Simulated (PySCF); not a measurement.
System: C$_{4}$H$_{5}$F$_{3}$O (SMILES OC1(C(F)(F)F)CC1).

The calculation's input:

```
{"job": {"kind": "nmr", "xc": "PBE0", "basis": "pcSseg-1"}, "charge": 0, "multiplicity": 1}
O     -0.438496    -1.501159     0.796672
C     -0.098871    -0.297626     0.200840
C     -1.273255     0.360074    -0.497793
F     -0.932052     1.471519    -1.163118
F     -2.257617     0.700555     0.343123
F     -1.821781    -0.477174    -1.403052
C      1.270393    -0.094187    -0.392169
C      0.894950     0.581539     0.894758
H     -0.681265    -2.152593     0.125168
H      1.360009     0.502639    -1.286371
H      1.946384    -0.933225    -0.340490
H      0.718029     1.645640     0.893201
H      1.309183     0.194483     1.811505
```

Launched as:

```sh
OMP_NUM_THREADS=1 python probes_run.py task.json out
```

Geometry: GFN2-xTB.

All numbers below come from PBE0/pcSseg-1, SCF density, gas phase, non-relativistic in PySCF.

> What will maps of the electron density and electron localisation function show?

C–F (1.34 Å): ρ is about 2.4 e/Å³ halfway; the ELF peaks at about 0.85 between the atoms, as expected for a polar covalent bond.
C–O (1.39 Å): the density is about 2.2 e/Å³ at the midpoint, with its minimum of 1.9 e/Å³ about 0.5 Å from C; the ELF peaks at about 0.90 between the atoms: a shared but strongly polarised pair.
C–C (1.52 Å): ρ at the midpoint is about 1.8 e/Å³; the ELF peaks at about 1 between the atoms; a shared electron pair.

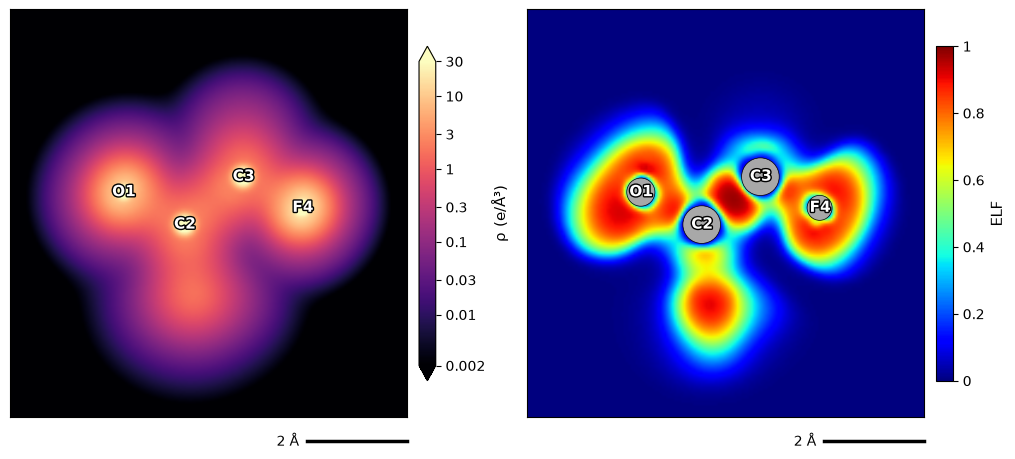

Computed electron density and electron localisation function on the plane of atoms C2, C3 and F4, in this order. Grey discs cover the atomic cores in the ELF map. 
